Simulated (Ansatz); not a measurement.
# Geometry relaxation, with input and output: AlBH3O2F (part 2 of 2)

The same run, continued: AlBH3O2F, SMILES B[O][Al]([OH])[F]; RKS PBE-D4/def2-SVP (Ansatz 0.2.0). It belongs to a series of runs on one base structure; here: end point B relaxed.

Geometry of the input (Å):
```
B  -0.1913  1.5326  0.1147
O  1.0190  0.8523  0.2373
Al 2.1814  2.1370  0.8650
O  3.1674  3.0784  -0.3165
F  2.4271  2.3462  2.6465
H  -0.9808  1.6684  1.0196
H  -0.4637  2.1520  -0.8966
H  2.5617  3.8921  -0.4725
```

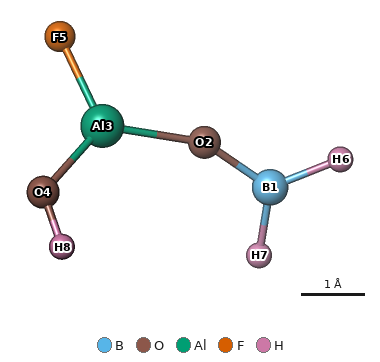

**Figure 1.** The geometry at step 15 of the log (ball-and-stick view, seen at a tilt; atoms are numbered from 1 in the order of the input).

**Trajectory as extended XYZ, continued**
```
8
Properties=species:S:1:pos:R:3:forces:R:3 step=6 energy=-14118.61742
B    -0.4579    1.5335    0.1161    0.2123  -0.1397   0.1673
O     0.7998    1.5472    0.6320   -0.4076   0.1682  -0.0143
Al    2.3018    2.3003    0.9696   -0.1142  -0.0701   0.1314
O     3.2272    3.1587   -0.1513    0.0397   0.5136  -0.1936
F     2.8666    2.1188    2.5314    0.0008  -0.0362  -0.2016
H    -1.3957    1.1507    0.8193    0.1865   0.0283  -0.0819
H    -0.6557    1.8941   -1.0393    0.0281   0.0272  -0.0076
H     3.0346    3.9558   -0.6805    0.0545  -0.4913   0.2004
8
Properties=species:S:1:pos:R:3:forces:R:3 step=7 energy=-14118.70668
B    -0.4552    1.5585    0.1075    0.0826  -0.0443   0.0948
O     0.7469    1.6984    0.7104   -0.1333   0.0914   0.0128
Al    2.3055    2.3362    1.0205   -0.0936  -0.0836   0.0294
O     3.2331    3.2414   -0.0661    0.0008   0.3878  -0.2053
F     2.9545    2.0124    2.5198    0.0053  -0.0264  -0.0978
H    -1.3926    1.1119    0.7600    0.0482   0.0081  -0.0407
H    -0.5996    1.8766   -1.0683    0.0169   0.0067  -0.0140
H     2.9281    3.8237   -0.7863    0.0730  -0.3397   0.2209
8
Properties=species:S:1:pos:R:3:forces:R:3 step=8 energy=-14118.75405
B    -0.4477    1.5728    0.1161   -0.0131   0.0008  -0.0118
O     0.6783    1.8283    0.8124    0.0443   0.0320   0.0475
Al    2.2881    2.3675    1.0444    0.0011   0.0079  -0.0810
O     3.1769    3.3735    0.0066    0.0273  -0.0073   0.0882
F     3.0457    1.8586    2.4326    0.0188  -0.0174   0.0297
H    -1.4366    1.1847    0.7245    0.0076   0.0220  -0.0359
H    -0.4643    1.7339   -1.1011   -0.0219  -0.0296   0.0011
H     2.8804    3.7398   -0.8381   -0.0641  -0.0083  -0.0378
8
Properties=species:S:1:pos:R:3:forces:R:3 step=9 energy=-14118.76702
B    -0.4304    1.5807    0.1138   -0.0170  -0.0182  -0.0283
O     0.6708    1.8708    0.8376    0.0009  -0.0008   0.0031
Al    2.3019    2.3537    1.0454    0.0142   0.0165   0.0247
O     3.1511    3.4140    0.0251   -0.0116   0.0003  -0.0098
F     3.0967    1.7765    2.3870   -0.0106  -0.0183  -0.0172
H    -1.4769    1.3445    0.7035    0.0238   0.0300  -0.0213
H    -0.3728    1.5571   -1.1144   -0.0007  -0.0207   0.0473
H     2.7804    3.7618   -0.8006    0.0010   0.0113   0.0015
8
Properties=species:S:1:pos:R:3:forces:R:3 step=10 energy=-14118.76165 accepted=F
B    -0.4137    1.5697    0.1119   -0.2298   0.1071  -0.1057
O     0.6646    1.9022    0.8542   -0.0320  -0.0121  -0.0638
Al    2.3022    2.3674    1.0578    0.1694  -0.2082   0.0769
O     3.1367    3.4378    0.0310   -0.1813   0.1122  -0.1592
F     3.1370    1.6883    2.3338   -0.1212   0.1132  -0.1323
H    -1.5137    1.5091    0.6838    0.3158  -0.0415  -0.2465
H    -0.2921    1.3781   -1.1159   -0.0634  -0.0118   0.4423
H     2.6997    3.8065   -0.7593    0.1424  -0.0588   0.1883
8
Properties=species:S:1:pos:R:3:forces:R:3 step=11 energy=-14118.77231
B    -0.4271    1.5789    0.1136   -0.0042  -0.0280  -0.0146
O     0.6688    1.8850    0.8392   -0.0043   0.0092  -0.0165
Al    2.3055    2.3520    1.0431    0.0101  -0.0085   0.0300
O     3.1436    3.4301    0.0321   -0.0116   0.0016  -0.0020
F     3.1095    1.7377    2.3634   -0.0173  -0.0013  -0.0358
H    -1.4923    1.4199    0.6950    0.0188   0.0286  -0.0174
H    -0.3464    1.4628   -1.1080    0.0018  -0.0134   0.0507
H     2.7591    3.7926   -0.7811    0.0068   0.0118   0.0057
8
Properties=species:S:1:pos:R:3:forces:R:3 step=12 energy=-14118.77452
B    -0.4212    1.5568    0.1153   -0.1129   0.2380   0.0037
O     0.6684    1.8921    0.8382    0.0100  -0.0625  -0.0420
Al    2.3086    2.3495    1.0388    0.0075  -0.0299   0.0327
O     3.1348    3.4505    0.0420   -0.0306   0.0118  -0.0265
F     3.1216    1.7002    2.3378   -0.0223   0.0181  -0.0531
H    -1.5097    1.5137    0.6838    0.1168  -0.0703  -0.0676
H    -0.3243    1.3672   -1.0973    0.0066  -0.0974   0.1027
H     2.7426    3.8292   -0.7612    0.0249  -0.0079   0.0502
8
Properties=species:S:1:pos:R:3:forces:R:3 step=13 energy=-14118.76233 accepted=F
B    -0.4316    1.6050    0.1061   -0.0161  -0.6645  -0.0131
O     0.6627    1.9243    0.8295   -0.0368   0.1767  -0.1148
Al    2.3124    2.3470    1.0293    0.0153  -0.0274   0.0498
O     3.1380    3.4676    0.0533   -0.0455   0.0243  -0.0528
F     3.1269    1.6496    2.3036   -0.0394   0.0362  -0.0832
H    -1.5230    1.5651    0.6825    0.1765   0.1973  -0.2137
H    -0.3016    1.2242   -1.0752   -0.1019   0.2897   0.3390
H     2.7370    3.8763   -0.7318    0.0479  -0.0323   0.0889
8
Properties=species:S:1:pos:R:3:forces:R:3 step=14 energy=-14118.78064
B    -0.4249    1.5613    0.1156   -0.0916   0.0811  -0.0140
O     0.6676    1.9006    0.8309    0.0090  -0.0081  -0.0441
Al    2.3096    2.3482    1.0318    0.0062  -0.0241   0.0309
O     3.1359    3.4625    0.0507   -0.0206   0.0067  -0.0132
F     3.1244    1.6782    2.3183   -0.0122   0.0091  -0.0364
H    -1.5168    1.5551    0.6771    0.0971  -0.0247  -0.0562
H    -0.3208    1.2956   -1.0822   -0.0037  -0.0399   0.1014
H     2.7456    3.8576   -0.7448    0.0157  -0.0001   0.0315
8
Properties=species:S:1:pos:R:3:forces:R:3 step=15 energy=-14118.78512
B    -0.4297    1.5580    0.1163   -0.0712   0.0112  -0.0407
O     0.6676    1.9077    0.8180    0.0128   0.0206  -0.0518
Al    2.3100    2.3482    1.0229    0.0074  -0.0151   0.0264
O     3.1403    3.4761    0.0616   -0.0187   0.0045  -0.0096
F     3.1239    1.6582    2.2984   -0.0001  -0.0028  -0.0157
H    -1.5221    1.5975    0.6717    0.0659  -0.0078  -0.0356
H    -0.3264    1.2231   -1.0641   -0.0050  -0.0120   0.1030
H     2.7573    3.8903   -0.7273    0.0088   0.0014   0.0242
8
Properties=species:S:1:pos:R:3:forces:R:3 step=16 energy=-14118.79011
B    -0.4372    1.5521    0.1170   -0.0473  -0.0961  -0.1043
O     0.6677    1.9188    0.7968    0.0031   0.0479  -0.0812
Al    2.3102    2.3491    1.0098    0.0220   0.0013   0.0190
O     3.1477    3.4959    0.0778   -0.0323   0.0084  -0.0238
F     3.1222    1.6294    2.2693    0.0097  -0.0135   0.0034
H    -1.5289    1.6576    0.6641    0.0541   0.0086  -0.0409
H    -0.3374    1.1179   -1.0359   -0.0191   0.0562   0.1857
H     2.7765    3.9384   -0.7015    0.0096  -0.0128   0.0420
8
Properties=species:S:1:pos:R:3:forces:R:3 step=17 energy=-14118.79147
B    -0.4461    1.5416    0.1168   -0.0700  -0.2148  -0.1775
O     0.6687    1.9328    0.7674   -0.0390   0.0445  -0.1517
Al    2.3113    2.3497    0.9922    0.0617   0.0277   0.0214
O     3.1570    3.5223    0.0991   -0.0770   0.0244  -0.0738
F     3.1205    1.5911    2.2312    0.0049  -0.0090  -0.0025
H    -1.5375    1.7398    0.6509    0.1427  -0.0182  -0.1237
H    -0.3527    0.9797   -0.9940   -0.0523   0.2101   0.3954
H     2.7995    4.0020   -0.6662    0.0290  -0.0647   0.1124
8
Properties=species:S:1:pos:R:3:forces:R:3 step=18 energy=-14118.80680
B    -0.4542    1.5225    0.1159    0.0483   0.0161   0.0552
O     0.6736    1.9627    0.7054    0.1851   0.1131  -0.0009
Al    2.3180    2.3584    0.9753   -0.1218  -0.1802   0.0573
O     3.1661    3.5497    0.1188    0.0795  -0.0134   0.0859
F     3.1206    1.5269    2.1741   -0.0307   0.0512  -0.0352
H    -1.5315    1.8497    0.5903   -0.0329  -0.0152  -0.0141
H    -0.3659    0.8169   -0.8786   -0.0720  -0.0532  -0.0508
H     2.7940    4.0721   -0.6038   -0.0554   0.0816  -0.0975
8
Properties=species:S:1:pos:R:3:forces:R:3 step=19 energy=-14118.81237
B    -0.4563    1.5008    0.1069    0.2792   0.2109   0.1415
O     0.7196    1.9948    0.5700   -0.6483  -0.3516  -0.2325
Al    2.3349    2.3437    0.9434    0.2056   0.2294  -0.0123
O     3.1866    3.5919    0.1676    0.0051   0.0747  -0.1009
F     3.0946    1.5055    2.1593    0.0177  -0.0642   0.0373
H    -1.5019    1.9200    0.5849    0.0293  -0.0051   0.0143
H    -0.4644    0.6670   -0.7906    0.0572  -0.0008   0.0320
H     2.8077    4.1354   -0.5440    0.0544  -0.0935   0.1206
8
Properties=species:S:1:pos:R:3:forces:R:3 step=20 energy=-14118.82245
B    -0.4581    1.4871    0.0965   -0.0538  -0.0327  -0.0280
O     0.7542    1.9158    0.4893    0.0502   0.0234   0.0174
Al    2.3356    2.3607    0.9372    0.0219  -0.0208   0.0219
O     3.2033    3.6117    0.1822   -0.0343  -0.0017   0.0162
F     3.0691    1.5327    2.1802   -0.0176   0.0060  -0.0196
H    -1.4606    1.9519    0.6229    0.0127   0.0079   0.0061
H    -0.5385    0.6450   -0.7892   -0.0023  -0.0001   0.0081
H     2.8158    4.1542   -0.5217    0.0231   0.0181  -0.0222
8
Properties=species:S:1:pos:R:3:forces:R:3 step=21 energy=-14118.82376
B    -0.4611    1.4773    0.0955    0.0134   0.0041   0.0037
O     0.7626    1.9008    0.4627   -0.0046  -0.0012  -0.0070
Al    2.3326    2.3637    0.9313   -0.0019   0.0100  -0.0110
O     3.1947    3.6325    0.2019   -0.0104  -0.0126   0.0102
F     3.0590    1.5306    2.1740    0.0001   0.0018  -0.0014
H    -1.4488    1.9622    0.6314    0.0028   0.0011   0.0017
H    -0.5635    0.6220   -0.7744   -0.0011  -0.0017   0.0020
H     2.8452    4.1700   -0.5250    0.0017  -0.0015   0.0018
8
Properties=species:S:1:pos:R:3:forces:R:3 step=22 energy=-14118.82384
B    -0.4613    1.4742    0.0925    0.0120  -0.0173   0.0231
O     0.7694    1.8913    0.4437   -0.0007   0.0039  -0.0137
Al    2.3324    2.3645    0.9267   -0.0210  -0.0076   0.0014
O     3.1932    3.6405    0.2106    0.0017  -0.0041   0.0016
F     3.0534    1.5314    2.1728   -0.0001   0.0027  -0.0040
H    -1.4393    1.9727    0.6357    0.0096  -0.0033  -0.0170
H    -0.5791    0.6066   -0.7644    0.0005   0.0242   0.0104
H     2.8520    4.1778   -0.5201   -0.0021   0.0016  -0.0017
8
Properties=species:S:1:pos:R:3:forces:R:3 step=23 energy=-14118.82240 accepted=F
B    -0.4606    1.4596    0.0987   -0.0049   0.1150  -0.1128
O     0.7810    1.8675    0.4215    0.0302  -0.0128   0.0331
Al    2.3318    2.3661    0.9228   -0.0566  -0.0457   0.0118
O     3.1882    3.6523    0.2220    0.0039   0.0097  -0.0180
F     3.0493    1.5371    2.1739    0.0009   0.0059  -0.0045
H    -1.4247    1.9924    0.6367    0.0251  -0.0608   0.0200
H    -0.6038    0.5979   -0.7613    0.0054  -0.0098   0.0664
H     2.8597    4.1862   -0.5170   -0.0040  -0.0015   0.0039
8
Properties=species:S:1:pos:R:3:forces:R:3 step=24 energy=-14118.82392
B    -0.4604    1.4727    0.0933    0.0052   0.0017   0.0011
O     0.7720    1.8895    0.4372    0.0017   0.0000   0.0017
Al    2.3314    2.3652    0.9273   -0.0033  -0.0002  -0.0023
O     3.1941    3.6395    0.2102   -0.0014   0.0001   0.0009
F     3.0498    1.5354    2.1770   -0.0008  -0.0002  -0.0011
H    -1.4356    1.9683    0.6423   -0.0011   0.0004  -0.0003
H    -0.5829    0.6125   -0.7689   -0.0008  -0.0010  -0.0001
H     2.8525    4.1760   -0.5211    0.0006  -0.0007   0.0001
```

**Results in brief**

```tsv
quantity	value
outcome	converged
total energy	−14118.8240 eV
mean-field energy	−14118.6952 eV
largest force (length of the vector) at the end	0.006 eV/Å
hardware	1 thread of Arm Neoverse V1, 24 GiB of memory available, shared host
wall time	68 s
peak memory	0.14 GiB
```
